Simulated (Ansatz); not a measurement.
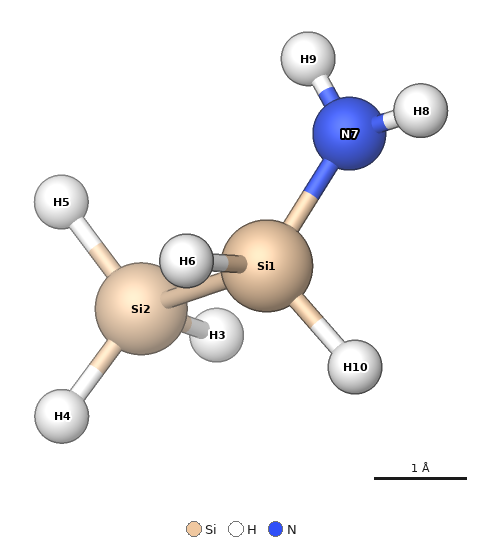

**Figure 1.** The input geometry (ball-and-stick view, seen at an oblique angle; atoms are numbered from 1 in the order of the input). Bond lengths as drawn: H–N 1.00 Å, H–Si 1.48 to 1.49 Å, N–Si 1.73 Å and Si–Si 2.37 Å.

Run report: Si$_{2}$NH$_{7}$, nudged elastic band

The run: nudged elastic band of Si$_{2}$NH$_{7}$. Method and program: RHF/def2-SVP (Ansatz 0.2.0).

One setting was made poor on purpose. It belongs to a series of runs on one base structure; here: an input spoilt on purpose.

The input
```yaml
crystal:
  periodic: [false, false, false]
  atoms:
    - { symbol: Si, position_ang: [0.285749, 0.026987, -0.103911] }
    - { symbol: Si, position_ang: [1.007629, 0.062093, 2.150723] }
    - { symbol: H, position_ang: [-0.132302, -0.150708, 3.077281] }
    - { symbol: H, position_ang: [2.018422, -1.000672, 2.384778] }
    - { symbol: H, position_ang: [1.628417, 1.375324, 2.468868] }
    - { symbol: H, position_ang: [1.496918, 0.019028, -0.973362] }
    - { symbol: "N", position_ang: [-0.793571, 1.354683, -0.365066] }
    - { symbol: H, position_ang: [-1.361465, 1.395935, -1.189376] }
    - { symbol: H, position_ang: [-0.561631, 2.275041, -0.045799] }
    - { symbol: H, position_ang: [-0.449467, -1.228214, -0.395534] }
basis:
  gaussian: { orbitals: def2-SVP }
hamiltonian:
  xc: hf
neb:
  order_check: false
  images: 0
  f_tol: 0.05
  max_iterations: 8
  climbing: false
  final_atoms:
    - { symbol: Si, position_ang: [-0.4194951, 0.50398636, -1.95096897] }
    - { symbol: Si, position_ang: [1.52705756, -0.01383566, 2.24069376] }
    - { symbol: H, position_ang: [0.12036204, -0.3822254, 2.52095224] }
    - { symbol: H, position_ang: [2.37884892, -0.45195975, 3.37075782] }
    - { symbol: H, position_ang: [1.63358695, 1.45650106, 2.09243205] }
    - { symbol: H, position_ang: [1.97917269, -0.67625378, 0.99661407] }
    - { symbol: "N", position_ang: [-0.8272634, 1.27758659, -0.48162813] }
    - { symbol: H, position_ang: [-1.4914746, 0.95150531, 0.19409837] }
    - { symbol: H, position_ang: [-0.43182003, 2.1613973, -0.22180034] }
    - { symbol: H, position_ang: [-1.33027602, -0.69720502, -1.75254888] }
  initial_path:
    images:
      - { positions_ang: [[0.285749, 0.026987, -0.103911], [1.007629, 0.062093, 2.150723], [-0.132302, -0.150708, 3.077281], [2.018422, -1.000672, 2.384778], [1.628417, 1.375324, 2.468868], [1.496918, 0.019028, -0.973362], [-0.793571, 1.354683, -0.365066], [-1.361465, 1.395935, -1.189376], [-0.561631, 2.275041, -0.045799], [-0.449467, -1.228214, -0.395534]] }
      - { positions_ang: [[0.1463009, 0.01665032, -0.05530303], [1.15342125, 0.02547864, 2.09495476], [-0.07555274, -0.28802951, 2.79425397], [2.16253181, -0.97490179, 2.45528861], [1.61289935, 1.35096181, 2.50558849], [1.58097827, 0.01406004, -0.45056724], [-0.82096133, 1.42512747, -0.48521566], [-1.61367868, 1.41855292, -1.04332507], [-0.44543971, 2.34651855, -0.35406243], [-0.56180012, -1.20492146, -0.45301041]] }
      - { positions_ang: [[0.0068528, 0.00631364, -0.00669505], [1.2992135, -0.01113572, 2.03918653], [-0.01880348, -0.42535102, 2.51122693], [2.30664162, -0.94913157, 2.52579922], [1.59738171, 1.32659962, 2.54230898], [1.66503855, 0.00909208, 0.07222753], [-0.84835166, 1.49557195, -0.60536533], [-1.86589236, 1.44117085, -0.89727413], [-0.32924843, 2.4179961, -0.66232586], [-0.67413325, -1.18162893, -0.51048682]] }
      - { positions_ang: [[-0.20632115, 0.25515, -0.97883201], [1.41313553, -0.01248569, 2.13994014], [0.05077928, -0.40378821, 2.51608959], [2.34274527, -0.70054566, 2.94827852], [1.61548433, 1.39155034, 2.31737052], [1.82210562, -0.33358085, 0.5344208], [-0.83780753, 1.38657927, -0.54349673], [-1.67868348, 1.19633808, -0.35158788], [-0.38053423, 2.2896967, -0.4420631], [-1.00220463, -0.93941698, -1.13151785]] }
      - { positions_ang: [[-0.4194951, 0.50398636, -1.95096897], [1.52705756, -0.01383566, 2.24069376], [0.12036204, -0.3822254, 2.52095224], [2.37884892, -0.45195975, 3.37075782], [1.63358695, 1.45650106, 2.09243205], [1.97917269, -0.67625378, 0.99661407], [-0.8272634, 1.27758659, -0.48162813], [-1.4914746, 0.95150531, 0.19409837], [-0.43182003, 2.1613973, -0.22180034], [-1.33027602, -0.69720502, -1.75254888]] }
```

Hardware: 1 thread of AMD EPYC (Zen 5), 32 GiB of memory available, shared host.

Run as:
```bash
ansatz run input.yaml --threads 1 --pin off --max-ram 2048MiB --backend cpu --events-out ev --progress --plain --runs-dir out
```

The program's output
```
Error: 2 input errors — fix all and re-run
  1. invalid value for `neb.images`: must be ≥ 1; got 0
  2. invalid value for `neb.initial_path`: its number of entries is 5 where neb.images is 0 — a listed band holds both endpoints and every movable image in path order, neb.images + 2 = 2 entries, and is never re-spaced: set neb.images to 3, or list 2 entries
```

Outcome

```json
{"quantity": "outcome", "value": "refused by the program"}
```

What went wrong

The program refused the input: “2 input errors — fix all and re-run 1. invalid value for `neb.images`: must be ≥ 1; got 0 2 …” A deliberately poor setting: bad input.
